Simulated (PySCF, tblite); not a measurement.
# C6H11FOSi: geometry, infrared bands and NMR shifts

What infrared bands and NMR shifts should C6H11FOSi (`CCC[SiH2]/C(F)=C/C=O`) show?

Programs: tblite 0.8.0 and PySCF 2.14.0, with density-fitted response routines of our own. Each step states its level of theory. These are calculated values for one molecule in the gas phase, unless marked as measured. Atoms count from 0, in the outputs and in this text.

## 1. The molecule as given

20 atoms, charge 0, multiplicity 1; geometry from: force field or distance geometry start.

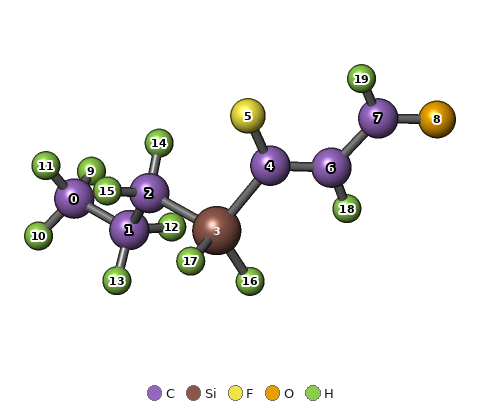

As it starts; carbon purple, silicon brown, fluorine yellow, oxygen amber, hydrogen green, atoms numbered.

## 2. Optimising the geometry with GFN2-xTB

What the job is given:

```
{"job": {"kind": "relax", "xc": "GFN2-xTB", "basis": "xTB"}, "charge": 0, "multiplicity": 1}
C     -3.312600    -0.481100    -0.674200
C     -2.152900    -0.281200     0.260600
C     -1.025300     0.514000    -0.361000
Si     0.409600     0.771700     0.765900
C      1.930200     0.567600    -0.223200
F      2.157200     1.321700    -1.341500
C      2.807500    -0.335200     0.158600
C      4.057200    -0.572600    -0.558200
O      4.906800    -1.440600    -0.206500
H     -3.304900    -1.493100    -1.122700
H     -4.301900    -0.367300    -0.131700
H     -3.335300     0.262300    -1.489200
H     -1.742900    -1.320500     0.438800
H     -2.528400     0.143800     1.199600
H     -0.759500     0.007900    -1.298900
H     -1.405800     1.524800    -0.639600
H      0.367700    -0.086400     1.964200
H      0.393300     2.171800     1.228800
H      2.577800    -0.913200     1.060800
H      4.257000     0.016300    -1.443500
```

Started as:

```
> OMP_NUM_THREADS=1 python probes_run.py task.json out
```

This one command runs all jobs of the session in turn.

Standard output:

```text
step      E/eV     max force
  0    -786.41904    4.115
  1    -786.63703    4.635
  2    -786.77207    1.095
  3    -786.80374    0.582
  4    -786.85199    0.585
  5    -786.87261    0.442
  6    -786.89707    0.295
  7    -786.91161    0.302
  8    -786.92510    0.328
  9    -786.93396    0.212
 10    -786.93928    0.142
 11    -786.94242    0.130
 12    -786.94502    0.124
 13    -786.94769    0.129
 14    -786.95035    0.115
 15    -786.95272    0.115
 16    -786.95491    0.108
 17    -786.95736    0.130
 18    -786.96058    0.159
 19    -786.96479    0.156
 20    -786.96961    0.186
 21    -786.97425    0.170
 22    -786.97843    0.144
 23    -786.98261    0.131
 24    -786.98702    0.164
 25    -786.99117    0.175
 26    -786.99476    0.133
 27    -786.99818    0.144
 28    -787.00225    0.135
 29    -787.00736    0.201
 30    -787.01296    0.237
 31    -787.01814    0.221
 32    -787.02242    0.172
 33    -787.02407    0.253
 34    -787.02953    0.156
 35    -787.03344    0.132
 36    -787.03788    0.158
 37    -787.04037    0.165
 38    -787.04392    0.144
 39    -787.04837    0.130
 40    -787.05265    0.150
 41    -787.05568    0.153
 42    -787.05821    0.120
 43    -787.06019    0.092
 44    -787.06166    0.091
 45    -787.06269    0.071
 46    -787.06327    0.053
 47    -787.06355    0.038
 48    -787.06376    0.036
 49    -787.06400    0.037
 50    -787.06428    0.043
 51    -787.06460    0.056
 52    -787.06498    0.054
 53    -787.06535    0.044
 54    -787.06563    0.033
 55    -787.06584    0.030
 56    -787.06604    0.036
 57    -787.06630    0.037
 58    -787.06657    0.040
 59    -787.06681    0.029
 60    -787.06701    0.035
 61    -787.06720    0.038
 62    -787.06741    0.037
 63    -787.06760    0.032
 64    -787.06778    0.031
 65    -787.06797    0.032
 66    -787.06819    0.033
 67    -787.06845    0.043
 68    -787.06873    0.051
 69    -787.06906    0.051
 70    -787.06945    0.046
 71    -787.06985    0.049
 72    -787.07014    0.033
 73    -787.07032    0.032
 74    -787.07049    0.031
 75    -787.07075    0.039
 76    -787.07110    0.047
 77    -787.07147    0.042
 78    -787.07174    0.032
 79    -787.07199    0.033
 80    -787.07229    0.045
 81    -787.07268    0.057
 82    -787.07321    0.060
 83    -787.07389    0.060
 84    -787.07474    0.072
 85    -787.07580    0.074
 86    -787.07688    0.076
 87    -787.07731    0.110
 88    -787.07829    0.064
 89    -787.07889    0.059
 90    -787.07987    0.059
 91    -787.08064    0.068
 92    -787.08153    0.083
 93    -787.08226    0.079
 94    -787.08302    0.063
 95    -787.08370    0.070
 96    -787.08446    0.062
 97    -787.08512    0.051
 98    -787.08537    0.076
 99    -787.08587    0.071
100    -787.08623    0.045
101    -787.08698    0.047
102    -787.08799    0.068
103    -787.08889    0.075
104    -787.09025    0.094
105    -787.09151    0.104
106    -787.09279    0.096
107    -787.09362    0.106
108    -787.09448    0.090
109    -787.09500    0.039
110    -787.09519    0.035
111    -787.09551    0.043
112    -787.09579    0.042
113    -787.09607    0.054
114    -787.09624    0.041
115    -787.09639    0.034
116    -787.09656    0.027
117    -787.09675    0.023
118    -787.09686    0.024
119    -787.09694    0.023
120    -787.09701    0.019
121    -787.09708    0.018
122    -787.09716    0.019
123    -787.09726    0.021
124    -787.09741    0.034
125    -787.09761    0.040
126    -787.09785    0.035
127    -787.09812    0.039
128    -787.09840    0.036
129    -787.09865    0.031
130    -787.09885    0.035
131    -787.09904    0.038
132    -787.09926    0.039
133    -787.09956    0.040
134    -787.09990    0.048
135    -787.10024    0.044
136    -787.10054    0.043
137    -787.10084    0.040
138    -787.10110    0.034
139    -787.10128    0.023
140    -787.10139    0.024
141    -787.10147    0.020
142    -787.10154    0.017
143    -787.10161    0.017
144    -787.10167    0.017
145    -787.10172    0.014
146    -787.10177    0.012
147    -787.10180    0.011
148    -787.10183    0.010
149    -787.10185    0.012
150    -787.10187    0.010
```

It took 2.1 s on 1 thread of Arm Neoverse N1, shared host; peak memory 0.18 GiB.

The steps of the relaxation: (not every step is listed)

| step | energy from step 0 (eV) | largest force (eV/Å) |
| --- | --- | --- |
| 0 | 0.0000 | 4.1146 |
| 1 | -0.2180 | 4.6352 |
| 2 | -0.3530 | 1.0945 |
| 3 | -0.3847 | 0.5821 |
| 4 | -0.4330 | 0.5846 |
| 5 | -0.4536 | 0.4418 |
| 6 | -0.4780 | 0.2949 |
| 7 | -0.4926 | 0.3024 |
| 8 | -0.5061 | 0.3281 |
| 21 | -0.5552 | 0.1699 |
| 34 | -0.6105 | 0.1559 |
| 47 | -0.6445 | 0.0383 |
| 60 | -0.6480 | 0.0350 |
| 73 | -0.6513 | 0.0318 |
| 86 | -0.6578 | 0.0764 |
| 99 | -0.6668 | 0.0714 |
| 112 | -0.6767 | 0.0419 |
| 125 | -0.6786 | 0.0399 |
| 138 | -0.6821 | 0.0342 |
| 145 | -0.6827 | 0.0136 |
| 146 | -0.6827 | 0.0124 |
| 147 | -0.6828 | 0.0114 |
| 148 | -0.6828 | 0.0103 |
| 149 | -0.6828 | 0.0119 |
| 150 | -0.6828 | 0.0099 |

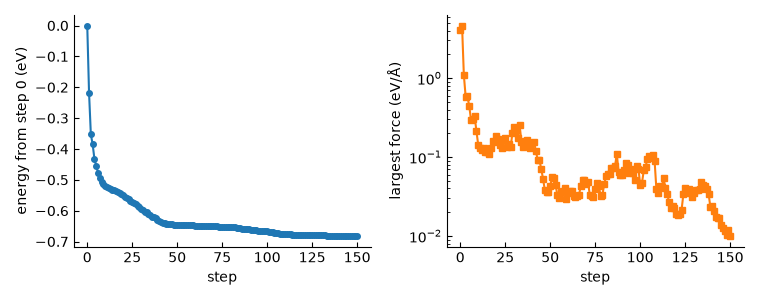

Energy and force, step by step.

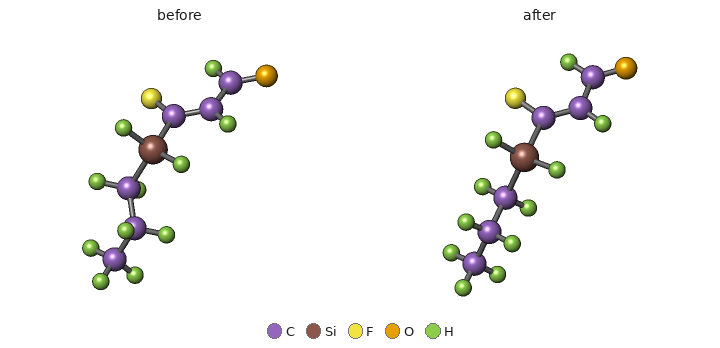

The geometry before (left) and after (right).

Distances of close pairs at the start and the end, largest changes first:

| bond | before (Å) | after (Å) | change (Å) |
| --- | --- | --- | --- |
| Si3–C4 | 1.825 | 1.905 | +0.080 |
| C7–O8 | 1.264 | 1.206 | -0.059 |
| C2–Si3 | 1.843 | 1.901 | +0.058 |
| C0–H10 | 1.134 | 1.088 | -0.047 |
| C1–H12 | 1.131 | 1.092 | -0.039 |
| C7–H19 | 1.082 | 1.106 | +0.024 |
| C2–H15 | 1.115 | 1.093 | -0.022 |
| C0–C1 | 1.503 | 1.524 | +0.021 |

The next job starts from the end point, and lists it.

## 3. Infrared spectrum with GFN2-xTB

What the job is given:

```
{"job": {"kind": "ir", "xc": "GFN2-xTB", "basis": "xTB"}, "charge": 0, "multiplicity": 1}
C     -3.459976    -0.351998    -0.729231
C     -2.391528     0.028555     0.289058
C     -0.998896     0.061754    -0.339708
Si     0.363808     0.533792     0.898099
C      2.018481     0.503005    -0.045771
F      2.157431     1.520503    -0.921977
C      3.008283    -0.388792     0.063541
C      4.252283    -0.346116    -0.699359
O      5.149962    -1.143178    -0.585745
H     -3.258563    -1.338036    -1.142402
H     -4.443073    -0.369053    -0.264596
H     -3.479939     0.364905    -1.547322
H     -2.401808    -0.690468     1.110785
H     -2.625309     1.008958     0.708933
H     -0.783738    -0.918824    -0.772980
H     -1.005208     0.769666    -1.172560
H      0.484907    -0.433254     1.990374
H      0.193990     1.901770     1.393699
H      2.893826    -1.199182     0.766418
H      4.319918     0.496669    -1.411987
```

Standard output:

```text
mode    cm-1     km/mol
  1      14.8      0.27
  2      50.1      0.83
  3      54.1      2.70
  4      95.6      0.12
  5     114.0      7.06
  6     141.2      2.58
  7     183.5      4.48
  8     214.6      4.05
  9     234.8      0.22
 10     249.2      3.79
 11     334.9      8.22
 12     415.4     10.56
 13     443.5     14.72
 14     469.8     15.65
 15     475.8     51.24
 16     576.5     18.01
 17     706.3    296.46
 18     730.9     51.62
 19     751.4     82.02
 20     766.9    163.61
 21     801.5     22.66
 22     840.0      3.07
 23     851.7      3.28
 24     924.9      8.96
 25     951.7      4.25
 26    1009.6     16.91
 27    1038.2    173.54
 28    1079.0     14.43
 29    1113.1     36.87
 30    1136.5     80.43
 31    1223.7      0.04
 32    1231.3     24.67
 33    1243.4      4.47
 34    1281.1      0.04
 35    1349.8      7.19
 36    1387.0     19.34
 37    1416.0      1.61
 38    1465.9      1.25
 39    1498.8      0.89
 40    1502.6      3.82
 41    1504.4      1.12
 42    1628.6    153.66
 43    1736.8    396.43
 44    2259.4    300.81
 45    2267.6    219.91
 46    2794.5     89.01
 47    2950.0     13.66
 48    2966.2     17.01
 49    2972.1     60.59
 50    2986.2     37.48
 51    3031.3     51.25
 52    3033.5     46.74
 53    3038.8     33.47
 54    3104.0     11.25
```

Wall time 1.5 s (1 thread of Arm Neoverse N1, shared host); peak memory 0.18 GiB.

Which atoms move in the most intense modes:

| cm⁻¹ | km/mol | atoms |
| --- | --- | --- |
| 706 | 296.5 | H17 43 %, H16 42 % |
| 767 | 163.6 | C2 32 %, Si3 22 %, H16 15 %, H17 14 % |
| 1038 | 173.5 | C4 37 %, C6 19 %, F5 17 %, C7 14 % |
| 1629 | 153.7 | C6 51 %, C4 45 % |
| 1737 | 396.4 | C7 59 %, O8 39 % |
| 2259 | 300.8 | H17 94 % |
| 2268 | 219.9 | H16 95 % |
| 2794 | 89.0 | H19 94 % |

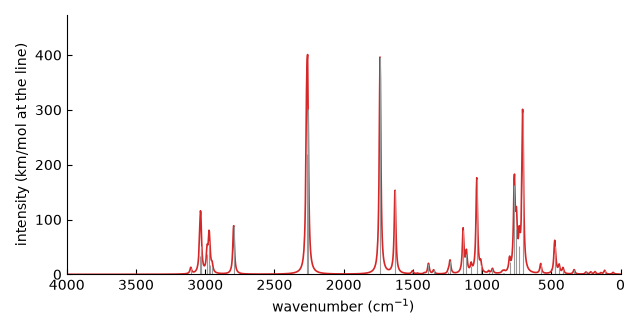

The infrared spectrum from these modes, unscaled. Lines are broadened to a width of 14 cm⁻¹ (Lorentzian).

## 4. Shielding tensors: PBE0/pcSseg-1

Same as in step 3 but for these lines:

```diff
@@ -1,2 +1,2 @@
-{"job": {"kind": "ir", "xc": "GFN2-xTB", "basis": "xTB"}, "charge": 0, "multiplicity": 1}
+{"job": {"kind": "nmr", "xc": "PBE0", "basis": "pcSseg-1"}, "charge": 0, "multiplicity": 1}
 C     -3.459976    -0.351998    -0.729231
```

Level: GIAO PBE0/pcSseg-1 NMR shielding, non-relativistic, gas phase.

Standard output:

```text
coarse grid: 17136 points
cycle   1  E = -698.9068211011  dE =  1.019e+00  |g| = 9.140e-01  |ddm| = 3.927e+00
cycle   2  E = -698.3673723033  dE =  5.394e-01  |g| = 1.839e+00  |ddm| = 3.196e+00
cycle   3  E = -699.0697688700  dE = -7.024e-01  |g| = 2.273e-01  |ddm| = 2.665e+00
cycle   4  E = -699.0797971831  dE = -1.003e-02  |g| = 9.702e-02  |ddm| = 2.814e-01
cycle   5  E = -699.0814451434  dE = -1.648e-03  |g| = 2.486e-02  |ddm| = 8.518e-02
cycle   6  E = -699.0815612921  dE = -1.161e-04  |g| = 8.548e-03  |ddm| = 2.473e-02
cycle   7  E = -699.0815749994  dE = -1.371e-05  |g| = 2.106e-03  |ddm| = 7.714e-03
cycle   8  E = -699.0815757923  dE = -7.928e-07  |g| = 8.272e-04  |ddm| = 2.611e-03
final grid: 161080 points
cycle   9  E = -699.1522068246  dE = -2.868e-05  |g| = 1.277e-02  |ddm| = 2.885e-02
cycle  10  E = -699.1521263917  dE =  8.043e-05  |g| = 2.397e-02  |ddm| = 3.077e-02
cycle  11  E = -699.1522399906  dE = -1.136e-04  |g| = 2.919e-03  |ddm| = 2.211e-02
cycle  12  E = -699.1522418301  dE = -1.839e-06  |g| = 3.136e-04  |ddm| = 2.570e-03
cycle  13  E = -699.1522418454  dE = -1.529e-08  |g| = 1.507e-04  |ddm| = 3.805e-04
cycle  14  E = -699.1522418490  dE = -3.632e-09  |g| = 4.785e-05  |ddm| = 1.463e-04
cycle  15  E = -699.1522418494  dE = -4.520e-10  |g| = 1.467e-05  |ddm| = 5.415e-05
converged SCF energy = -699.1522418494

GIAO shielding tensors (ppm)
atom      isotropic    diamagn.    paramagn.     s11        s22        s33       span
  0 C      165.834     244.349     -78.515    151.377    158.453    187.673     36.295
  1 C      164.392     247.569     -83.177    157.553    162.354    173.269     15.716
  2 C      169.357     256.927     -87.570    153.594    163.840    190.638     37.044
  3 Si     392.785     883.276    -490.490    369.809    389.739    418.808     48.999
  4 C       -9.136     260.727    -269.864   -116.031     17.660     70.962    186.993
  5 F      265.253     474.911    -209.657    127.352    207.355    461.054    333.702
  6 C       55.658     258.084    -202.426    -51.675     88.928    129.721    181.396
  7 C       -3.174     246.414    -249.588    -91.540    -26.115    108.134    199.674
  8 O     -370.697     390.678    -761.376  -1083.928   -417.023    388.859   1472.788
  9 H       30.650      28.876       1.774     26.704     28.901     36.346      9.642
 10 H       30.254      26.166       4.088     25.496     27.356     37.911     12.415
 11 H       30.639      28.519       2.120     26.642     28.925     36.351      9.709
 12 H       30.331      31.727      -1.396     24.848     30.395     35.749     10.900
 13 H       30.328      31.199      -0.871     24.926     30.353     35.705     10.779
 14 H       30.782      35.848      -5.066     26.166     30.657     35.525      9.359
 15 H       30.552      35.096      -4.544     25.624     30.694     35.338      9.714
 16 H       27.443      31.805      -4.362     24.021     26.291     32.018      7.996
 17 H       27.211      30.511      -3.299     24.136     25.749     31.749      7.613
 18 H       25.905      33.760      -7.855     22.152     24.958     30.606      8.453
 19 H       21.265      26.742      -5.477     18.640     20.743     24.412      5.772
```

Wall time 77 s (1 thread of Arm Neoverse N1, shared host); peak memory 0.95 GiB.

The references, computed at this level on geometries of the same kind, shield at (ppm): ¹H TMS 31.72, ¹³C TMS 186.9, ²⁹Si TMS 349.2, ¹⁹F CFCl3 170.9, ¹⁷O H2O 336.1. Their shielding less the atom's gives the shift. The references are single molecules in the gas phase, so shifts against H2O, NH3, PH3, H3PO4 or CFCl3 are not on the usual liquid scales and can be off by tens of ppm. Atoms listed in one row are averaged.

| atoms | environment | σ (ppm) | δ (ppm) | δ scaled to CDCl3 |
| --- | --- | --- | --- | --- |
| C4 | β carbon of a C=C–C=O unit | -9.1 | 196.1 | 189.4 |
| C7 | aldehyde carbonyl carbon | -3.2 | 190.1 | 183.6 |
| C6 | α carbon of a C=C–C=O unit | 55.7 | 131.3 | 126.2 |
| C1 | sp3 CH2 | 164.4 | 22.5 | 20.1 |
| C0 | methyl carbon | 165.8 | 21.1 | 18.7 |
| C2 | sp3 CH2 bonded to Si | 169.4 | 17.6 | 15.2 |
| H19 | hydrogen on an aldehyde carbonyl carbon | 21.26 | 10.45 | 9.96 |
| H18 | hydrogen on an α carbon of a C=C–C=O unit | 25.91 | 5.81 | 5.58 |
| H16, H17 | hydrogen on a silicon bonded to 2 C | 27.33 | 4.39 | – |
| H12, H13 | hydrogen on an sp3 CH2 | 30.33 | 1.39 | 1.41 |
| H9, H10, H11 | hydrogen on a methyl carbon | 30.51 | 1.20 | 1.24 |
| H14, H15 | hydrogen on an sp3 CH2 bonded to Si | 30.67 | 1.05 | 1.09 |
| Si3 | silicon bonded to 2 C, 2 H | 392.8 | -43.6 | – |
| F5 | vinylic fluorine | 265.3 | -94.3 | – |
| O8 | aldehyde oxygen | -370.7 | 706.8 | – |

The scaled column applies a straight-line fit of computed shieldings to shifts measured in CDCl3, and one for carbons that bear F (root-mean-square error 0.16 ppm for H, 1.9 ppm for C).

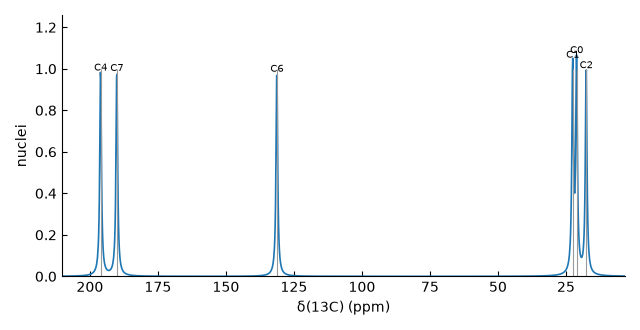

¹³C lines at the computed shifts, without couplings. Lines are broadened to a width of 0.71 ppm (Lorentzian).

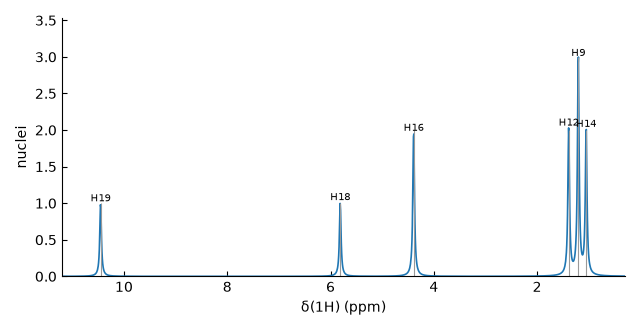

¹H lines at the computed shifts, without couplings. Lines are broadened to a width of 0.04 ppm (Lorentzian).

Charges from the same density, by scheme (e):

| atoms | Mulliken | IAO | Hirshfeld | ESP fit |
| --- | --- | --- | --- | --- |
| C0 | -0.26 | -0.41 | -0.11 | -0.45 |
| C1 | -0.29 | -0.24 | -0.06 | 0.31 |
| C2 | -0.55 | -0.53 | -0.15 | -0.21 |
| Si3 | 0.70 | 0.75 | 0.35 | 0.22 |
| C4 | 0.07 | 0.06 | 0.02 | 0.10 |
| F5 | -0.27 | -0.26 | -0.07 | -0.14 |
| C6 | -0.29 | -0.25 | -0.09 | -0.34 |
| C7 | 0.29 | 0.25 | 0.11 | 0.51 |
| O8 | -0.36 | -0.39 | -0.23 | -0.47 |

ESP fit charges:

C0 -0.45; C1 0.31; C2 -0.21; Si3 0.22; C4 0.10; F5 -0.14; C6 -0.34; C7 0.51; O8 -0.47; H9 0.11; H10 0.10; H11 0.11; H12 -0.03; H13 -0.03; H14 0.06; H15 0.07; H16 -0.06; H17 -0.05; H18 0.18; H19 0.00

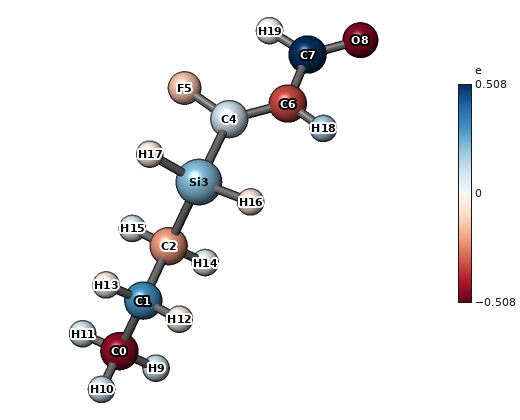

ESP fit charges, as colours on the atoms.

Mayer bond orders: C0–C1 1.06, C1–C2 1.03, C2–Si3 0.93, Si3–C4 0.82, C4–F5 0.92, C4–C6 1.68, C6–C7 1.06, C7–O8 1.96.

## 5. Outcome

| quantity | value |
| --- | --- |
| strongest single infrared mode (GFN2-xTB) | 1737 cm⁻¹, 396 km/mol |
| zero-point energy (GFN2-xTB) | 95.3 kcal/mol |
| ¹³C shifts against TMS (PBE0/pcSseg-1) | 196.1, 190.1, 131.3, 22.5, 21.1, 17.6 ppm |
| ¹H shifts against TMS (PBE0/pcSseg-1, means over atoms taken as alike) | 10.45, 5.81, 4.39, 1.39, 1.20, 1.05 ppm |
| ²⁹Si shifts against TMS (PBE0/pcSseg-1) | -43.6 ppm |
| ¹⁹F shifts against CFCl3 (PBE0/pcSseg-1) | -94.3 ppm |
| ¹⁷O shifts against H2O (PBE0/pcSseg-1) | 706.8 ppm |

In words: Relaxing lowered the energy by 0.683 eV in 150 steps; the close pair that moved most is Si3–C4, from 1.825 to 1.905 Å. No mode is imaginary among the 54: a minimum at this level. The strongest single mode, at 1737 cm⁻¹, moves mainly C7 and O8. GFN2-xTB is a fitted tight-binding method: band positions and strengths are rough. Its intensities can rank the bands wrongly. H19 (hydrogen on an aldehyde carbonyl carbon) lies farthest downfield among hydrogen, at 10.45 ppm; the formyl region, downfield of aromatic protons. At PBE0/pcSseg-1: Shielding is most anisotropic at O8 (span 1473 ppm, paramagnetic term -761 ppm).
